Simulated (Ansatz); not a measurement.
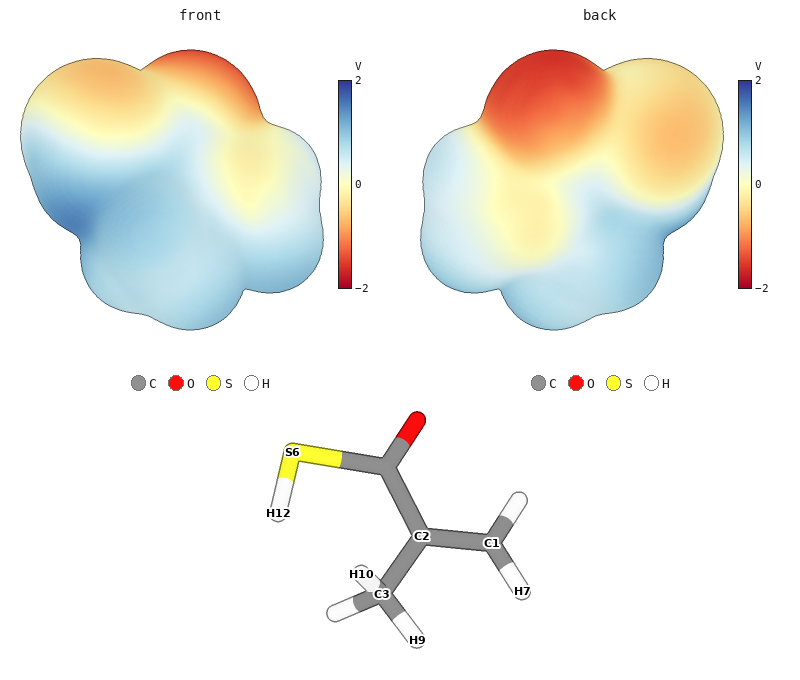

*C₄H₆OS. The electrostatic potential painted on the density surface at 0.002 e/bohr³, seen from the front and from behind; the colour scale runs from red (negative) to blue (positive). The bare structure is drawn below in the same view.*

All numbers below come from Ansatz 0.2.0, RKS BLYP-D4/def2-SVP.

Input file:

```
crystal:
  periodic: [false, false, false]
  atoms:
    - { symbol: C, position_ang: [-0.1376, -0.9935, -1.1953] }
    - { symbol: C, position_ang: [0.0383, -0.2533, -0.0813] }
    - { symbol: C, position_ang: [0.6984, -0.8756, 1.0836] }
    - { symbol: C, position_ang: [-0.3104, 1.1778, 0.0243] }
    - { symbol: O, position_ang: [-0.9905, 1.6329, -1.0942] }
    - { symbol: S, position_ang: [-0.2433, 2.2791, 1.2644] }
    - { symbol: H, position_ang: [0.1472, -1.9837, -1.2961] }
    - { symbol: H, position_ang: [-0.6439, -0.4993, -2.0777] }
    - { symbol: H, position_ang: [1.0033, -1.9049, 0.9466] }
    - { symbol: H, position_ang: [1.6599, -0.3425, 1.3576] }
    - { symbol: H, position_ang: [0.0704, -0.8672, 1.9992] }
    - { symbol: H, position_ang: [0.60634, 1.59335, 0.44263] }
basis:
  gaussian: { orbitals: def2-SVP }
hamiltonian:
  xc: blyp
  dispersion: d4
relax:
  f_tol: 0.02
  max_steps: 50
output:
  orbitals: {}
```

Launched as:

```sh
ansatz run input.yaml --threads 2 --pin off --max-ram 3072MiB --backend cpu --events-out ev --progress --plain --runs-dir out
```

The fields are those of the relaxed geometry.

**Which sites attract a positive test charge, and which a negative one?**

A positive charge is drawn to the negative regions and a negative charge to the positive ones. The most negative region (about −1.6 V) lies over O5, the most positive (about +1.4 V) over H12. O5 is the likeliest acceptor of a hydrogen bond.
